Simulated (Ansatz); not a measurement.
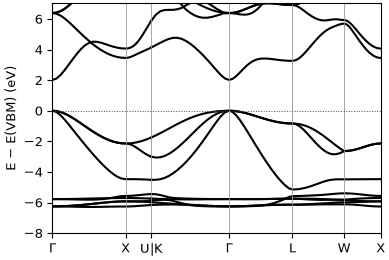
Figure. Band structure from the program Ansatz at the PBE level (PAW)

Task: Read off the gap and where the band edges lie.

Result: About 2.0 eV (2.02 eV by a search for the band edges); maximum at Γ, minimum at Γ.

The material is ZnS (zinc blende, F-43m).

The PBE relaxation kept the symmetry of its start; phonons on a q-mesh show no instability.

Potentials: the later of the program's two PAW sets.
